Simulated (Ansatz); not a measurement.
**BPH3 (doublet): correlated methods under varied settings**

What do other methods and options give for BPH3 (doublet) at this geometry, and how long do they take?

Method: the settings change from run to run; program: Ansatz 0.2.0, Gaussian basis.

16 further runs of the same task are left out: 1 for a mislabelled method, 4 that didn't finish, 11 set aside as unsound or not needed.

### Step 1. The system

The geometry is a PBE0/def2-TZVP stationary point (not a proven minimum).

5 atoms, charge 0, spin multiplicity 2.

Atoms are counted from 1 here; the program's logs count them from 0.

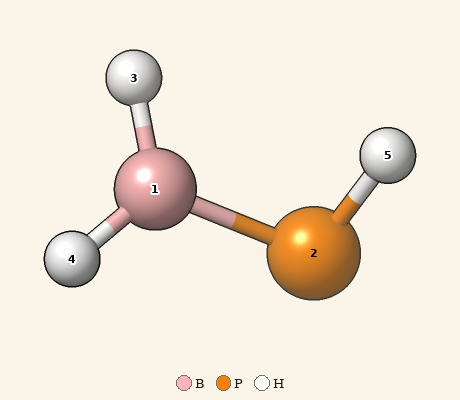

The structure; boron pink, phosphorus orange, hydrogen white; atoms are numbered from 1 in the order of the file.

As a file:

```xyz
5

B     0.0288    0.0502    1.3153
P    -0.0263   -0.0626   -0.5578
H    -0.3421    1.0499    1.8592
H     0.3292   -0.8995    1.9766
H     0.5114    1.2339   -0.8022
```

### Step 2. HF/def2-SVP

File in.yaml:

```yaml
crystal:
  periodic: [false, false, false]
  atoms:
    - {symbol: B, position_ang: [0.028762, 0.050179, 1.315346]}
    - {symbol: P, position_ang: [-0.026262, -0.062559, -0.557827]}
    - {symbol: H, position_ang: [-0.342109, 1.049875, 1.859223]}
    - {symbol: H, position_ang: [0.329247, -0.899526, 1.976629]}
    - {symbol: H, position_ang: [0.511406, 1.233857, -0.802151]}
basis:
  gaussian: {orbitals: def2-SVP}
magnetization: {spin_polarized: false, initial_magnetization: 1}
hamiltonian: {xc: hf}
scf: {lower_state_search: full}
output: {orbitals: {seedname: orbitals}}
```

Launch:

```
$ ansatz run in.yaml --threads 1 --pin off --events-out ev --progress --plain --max-ram 2393MiB
```

The log of the run:

```text
Functional definition: HF
  name "HF"
  cite "Fock, Z. Phys. 61, 126 (1930) doi:10.1007/BF01340294"
  parent pbe
  exchange = exact_x
  correlation = 0
459 factors; integrals over basis functions are off by at most 1.3e-3 eV
mean field evaluation 1: about -9985.2671 eV, gradient 1.2e1 eV
mean field evaluation 2: about -9985.2867 eV, gradient 1.2e1 eV
mean field evaluation 4: about -9986.2664 eV, gradient 1.1e0 eV
mean field evaluation 8: about -9986.2786 eV, gradient 1.0e-1 eV
mean field evaluation 16: about -9932.5716 eV, gradient 4.0e1 eV
mean field evaluation 32: about -9986.2775 eV, gradient 1.4e-1 eV
mean field evaluation 64: about -9986.2788 eV, gradient 1.9e-5 eV
mean field evaluation 96: about -9986.2438 eV, gradient 9.7e-1 eV
mean field -9986.27882105 eV, -366.9889777306 hartree, gradient 1.5e-5 eV, S^2 0.750000; 6 other end points of the search recorded, 0 dependent functions left out
reference -9986.27882105 eV, -366.9889777306 hartree; 12, 11 occupied and 35, 36 virtual orbitals, 459 factors
Total energy: -9986.27882105 eV, -366.9889777306 hartree
```

It took 0.42 s on 1 thread of Intel Xeon Platinum 8488C, shared host.

### Step 3. CASSCF(7,7)/6-31G*

in.yaml: that of step 2 with these lines changed.

```diff
@@ -9,6 +9,6 @@
 basis:
-  gaussian: {orbitals: def2-SVP}
+  gaussian: {orbitals: "6-31G*"}
 magnetization: {spin_polarized: false, initial_magnetization: 1}
-hamiltonian: {xc: hf}
-scf: {lower_state_search: full}
-output: {orbitals: {seedname: orbitals}}
+correlation: {active_space: {window: {electrons: 7, orbitals: 7}}}
+accuracy: high
+output: {forces: true}
```

The command is unchanged.

The log of the run, shortened:

```text
Functional definition: HF
  name "HF"
  cite "Fock, Z. Phys. 61, 126 (1930) doi:10.1007/BF01340294"
  parent pbe
[...]
819 factors; integrals over basis functions are off by at most 3.9e-9 eV
[...]
mean field -9989.21191797 eV, -367.0967670545 hartree, gradient 4.6e-8 eV, S^2 0.750000; 0 other end points of the search recorded, 0 dependent functions left out
reference -9989.21191797 eV, -367.0967670545 hartree; 12, 11 occupied and 28, 29 virtual orbitals, 819 factors
state -9990.48345732 eV, -367.1434952635 hartree
the orbitals are reached from a further start. From the first start the search ends at -9990.38098679 eV, -367.1397295411 hartree
[...]
Total energy: -9990.48345732 eV, -367.1434952635 hartree
Atom 0 at     0.028762     0.050179     1.315346 Å, force    -0.051737     0.039000     0.929141 eV/Å
Atom 1 at    -0.026262    -0.062559    -0.557827 Å, force    -0.069340    -0.237532    -0.732180 eV/Å
Atom 2 at    -0.342109     1.049875     1.859223 Å, force     0.088946    -0.167438    -0.042559 eV/Å
Atom 3 at     0.329247    -0.899526     1.976629 Å, force    -0.041165     0.160367    -0.078430 eV/Å
Atom 4 at     0.511406     1.233857    -0.802151 Å, force     0.073295     0.205603    -0.075972 eV/Å
Dipole moment:     0.081001     0.117169     0.064328 e Å
```

Run time: 4.3 s. Hardware: 1 thread of Intel Xeon Platinum 8488C, shared host.

From the report: 1,225 determinants; active occupations 1.99, 1.97, 1.97, 1.00, 0.03, 0.02, 0.02.

### Step 4. MP2 on ROHF/cc-pVDZ

in.yaml: that of step 3 with these lines changed.

```diff
@@ -9,6 +9,6 @@
 basis:
-  gaussian: {orbitals: "6-31G*"}
+  gaussian: {orbitals: cc-pVDZ}
 magnetization: {spin_polarized: false, initial_magnetization: 1}
-correlation: {active_space: {window: {electrons: 7, orbitals: 7}}}
+correlation: {method: mp2, electrons: outside_noble_gas}
 accuracy: high
-output: {forces: true}
+scf: {lower_state_search: off}
```

Same command.

The log of the run, shortened:

```text
Functional definition: HF
  name "HF"
  cite "Fock, Z. Phys. 61, 126 (1930) doi:10.1007/BF01340294"
  parent pbe
[...]
1043 factors; integrals over basis functions are off by at most 3.5e-9 eV
[...]
mean field -9989.79656087 eV, -367.1182522848 hartree, gradient 9.4e-8 eV, S^2 0.750000; 0 other end points of the search recorded, 0 dependent functions left out
6 core orbitals not correlated: weight in the atoms' cores, before any rotation towards them, 1.000 or more for the frozen orbitals, at most 0.000 for the correlated occupied ones
reference -9989.79656087 eV, -367.1182522848 hartree; 6, 5 occupied and 35, 36 virtual orbitals, 1043 factors
second order -5.08283740 eV of doubles, -0.06243271 eV of singles
Total energy: -9994.94183098 eV, -367.3073374738 hartree
Checks for a lower state left out: stability, starts, cluster_reference, orbital_swaps, neighbouring_geometries, increment
```

Wall time 0.48 s (1 thread of Intel Xeon Platinum 8488C, shared host).

### Step 5. MP2 on UHF/6-31G*

in.yaml: that of step 4 with these lines changed.

```diff
@@ -9,6 +9,5 @@
 basis:
-  gaussian: {orbitals: cc-pVDZ}
-magnetization: {spin_polarized: false, initial_magnetization: 1}
-correlation: {method: mp2, electrons: outside_noble_gas}
-accuracy: high
+  gaussian: {orbitals: "6-31G*"}
+magnetization: {spin_polarized: true, initial_magnetization: 1}
+correlation: {method: mp2, electrons: valence}
 scf: {lower_state_search: off}
```

Launched as before.

The log of the run, shortened:

```text
Functional definition: HF
  name "HF"
  cite "Fock, Z. Phys. 61, 126 (1930) doi:10.1007/BF01340294"
  parent pbe
[...]
402 factors; integrals over basis functions are off by at most 8.4e-4 eV
[...]
mean field -9989.31134209 eV, -367.1004208235 hartree, gradient 1.5e-6 eV, S^2 0.761324; 0 other end points of the search recorded, 0 dependent functions left out
6 core orbitals not correlated: weight in the atoms' cores, before any rotation towards them, 1.000 or more for the frozen orbitals, at most 0.000 for the correlated occupied ones
reference -9989.31134209 eV, -367.1004208235 hartree; 6, 5 occupied and 28, 29 virtual orbitals, 402 factors
second order -4.32889636 eV of doubles, -0.00000000 eV of singles
Total energy: -9993.64023845 eV, -367.2595048305 hartree
Checks for a lower state left out: stability, starts, cluster_reference, orbital_swaps, neighbouring_geometries, increment
```

Run time: 0.18 s. Hardware: 1 thread of Intel Xeon Platinum 8488C, shared host.

From the report: ⟨S²⟩ of the determinant 0.761 (pure doublet: 0.75).

### Step 6. BCCD(T) on ROHF/STO-3G

in.yaml: that of step 5 with these lines changed.

```diff
@@ -9,5 +9,5 @@
 basis:
-  gaussian: {orbitals: "6-31G*"}
-magnetization: {spin_polarized: true, initial_magnetization: 1}
-correlation: {method: mp2, electrons: valence}
-scf: {lower_state_search: off}
+  gaussian: {orbitals: STO-3G}
+magnetization: {spin_polarized: false, initial_magnetization: 1}
+correlation: {method: bccd_t, electrons: all}
+output: {forces: true}
```

Launched as before.

The log of the run, shortened:

```text
Functional definition: HF
  name "HF"
  cite "Fock, Z. Phys. 61, 126 (1930) doi:10.1007/BF01340294"
  parent pbe
[...]
198 factors; integrals over basis functions are off by at most 4.2e-5 eV
[...]
mean field -9877.04367823 eV, -362.9746602744 hartree, gradient 1.4e-6 eV, S^2 0.750000; 1 other end points of the search recorded, 0 dependent functions left out
determinant -9877.04367823 eV, -362.9746602744 hartree, with singles and doubles -9879.48775349 eV, -363.0644783835 hartree
determinant -9874.24964212 eV, -362.8719813411 hartree, with singles and doubles -9877.07855325 eV, -362.9759419076 hartree
reference -9877.04367823 eV, -362.9746602744 hartree; 12, 11 occupied and 5, 6 virtual orbitals, 198 factors
second order -1.70368081 eV of doubles, -0.01792096 eV of singles
cycle   1  -2.43920277 eV  change    4.9e-3 eV  update   8.7e-3
[...]
cycle  12  -2.43461320 eV  change   -1.0e-7 eV  update   1.1e-6
perturbative correction -0.04089443 eV, -0.0015028426 hartree
[...]
Total energy: -9879.51918586 eV, -363.0656335017 hartree
Atom 0 at     0.028762     0.050179     1.315346 Å, force     0.047120     0.141177    -0.076334 eV/Å
Atom 1 at    -0.026262    -0.062559    -0.557827 Å, force     0.046207    -0.068608     0.044234 eV/Å
Atom 2 at    -0.342109     1.049875     1.859223 Å, force     0.145550    -0.349885    -0.011673 eV/Å
Atom 3 at     0.329247    -0.899526     1.976629 Å, force    -0.164930     0.318301    -0.093904 eV/Å
Atom 4 at     0.511406     1.233857    -0.802151 Å, force    -0.073947    -0.040984     0.137677 eV/Å
Dipole moment:     0.060089     0.054765    -0.126477 e Å
```

Run time: 0.72 s. Hardware: 1 thread of Intel Xeon Platinum 8488C, shared host.

From the report: correlation -2.4755 eV; largest double amplitude 0.07.

### Step 7. BCCD(T) on ROHF/cc-pVDZ

in.yaml: that of step 6 with these lines changed.

```diff
@@ -9,5 +9,6 @@
 basis:
-  gaussian: {orbitals: STO-3G}
+  gaussian: {orbitals: cc-pVDZ}
 magnetization: {spin_polarized: false, initial_magnetization: 1}
-correlation: {method: bccd_t, electrons: all}
+correlation: {method: bccd_t, electrons: outside_noble_gas}
+accuracy: high
 output: {forces: true}
```

Launched as before.

The log of the run, shortened:

```text
Functional definition: HF
  name "HF"
  cite "Fock, Z. Phys. 61, 126 (1930) doi:10.1007/BF01340294"
  parent pbe
[...]
1043 factors; integrals over basis functions are off by at most 3.5e-9 eV
[...]
mean field -9989.79656087 eV, -367.1182522848 hartree, gradient 9.4e-8 eV, S^2 0.750000; 1 other end points of the search recorded, 0 dependent functions left out
determinant -9989.79656087 eV, -367.1182522848 hartree, with singles and doubles -9995.99094496 eV, -367.3458917013 hartree
determinant -9987.79206208 eV, -367.0445883129 hartree, with singles and doubles -9994.19403715 eV, -367.2798565572 hartree
6 core orbitals not correlated: weight in the atoms' cores, before any rotation towards them, 1.000 or more for the frozen orbitals, at most 0.000 for the correlated occupied ones
reference -9989.79656087 eV, -367.1182522848 hartree; 6, 5 occupied and 35, 36 virtual orbitals, 1043 factors
second order -5.08283740 eV of doubles, -0.06243271 eV of singles
cycle   1  -6.18997812 eV  change    4.4e-3 eV  update   5.9e-3
[...]
cycle  25  -6.18765253 eV  change  -4.9e-10 eV  update  7.5e-10
perturbative correction -0.17779316 eV, -0.0065337780 hartree
[...]
Total energy: -9996.16200657 eV, -367.3521780993 hartree
Atom 0 at     0.028762     0.050179     1.315346 Å, force     0.037779     0.045550     0.311759 eV/Å
Atom 1 at    -0.026262    -0.062559    -0.557827 Å, force    -0.097365    -0.279375    -0.668535 eV/Å
Atom 2 at    -0.342109     1.049875     1.859223 Å, force    -0.098643     0.289560     0.186577 eV/Å
Atom 3 at     0.329247    -0.899526     1.976629 Å, force     0.078267    -0.283270     0.211718 eV/Å
Atom 4 at     0.511406     1.233857    -0.802151 Å, force     0.079962     0.227535    -0.041518 eV/Å
Dipole moment:     0.068089     0.093060     0.002160 e Å
```

It took 11 s on 1 thread of Intel Xeon Platinum 8488C, shared host; peak memory 0.37 GiB.

From the report: correlation -6.3654 eV; largest double amplitude 0.03.

### Step 8. The runs in one table

Where basis and cores are those of an earlier UCCSDT(Q)/cc-pVDZ run (-9996.2005 eV), and the state is the same kind, the miss against it is given.

| level | correlated | functions | energy (eV) | from UCCSDT(Q) (meV) | time |
| --- | --- | --- | --- | --- | --- |
| HF/def2-SVP |  | 47 | -9986.2788 |  | 0.42 s |
| CASSCF(7,7)/6-31G* |  | 40 | -9990.4835 |  | 4.3 s |
| MP2 on ROHF/cc-pVDZ | outside noble gas | 47 | -9994.9418 | 1258.6 | 0.48 s |
| MP2 on UHF/6-31G* | valence | 40 | -9993.6402 |  | 0.18 s |
| BCCD(T) on ROHF/STO-3G | all | 17 | -9879.5192 |  | 0.72 s |
| BCCD(T) on ROHF/cc-pVDZ | outside noble gas | 47 | -9996.1620 | 38.5 | 11 s |

### Step 9. What came out

| quantity | value |
| --- | --- |
| runs | 6 |
| quickest | MP2 on UHF/6-31G*, 0.18 s |
| slowest | BCCD(T) on ROHF/cc-pVDZ, 11 s |

**Reading.** Total energies in different bases, with other cores or another treatment of relativity can't be set against each other. BCCD(T) on ROHF/cc-pVDZ took 61 times as long as MP2 on UHF/6-31G*; the jobs differ in more than the method. Among the correlated runs with a miss given, it spans +38 to +1259 meV.
